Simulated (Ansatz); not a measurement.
The parent structure is KTaO$_{3}$ in the cubic perovskite structure (space group Pm-3m, No. 221; a = 4.023 Å).

Perturbation: a hydrostatic pressure of 75 GPa.

Calculations: Ansatz (a program for electronic structure) PBE, spin-orbit coupling left out, earlier PAW set.

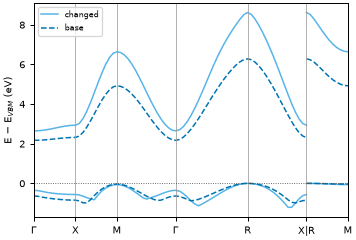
*Highest valence and lowest conduction band along the path, each from its own valence-band maximum*

The gap is 2.65 eV, indirect, R → Γ; the base has 2.17 eV.

Spin-orbit coupling, missing from the scalar runs, can matter with Ta. Load acts through the strain it causes; cell and atoms are relaxed under it. No phonon test of stability was made. No other phases were tried under pressure.
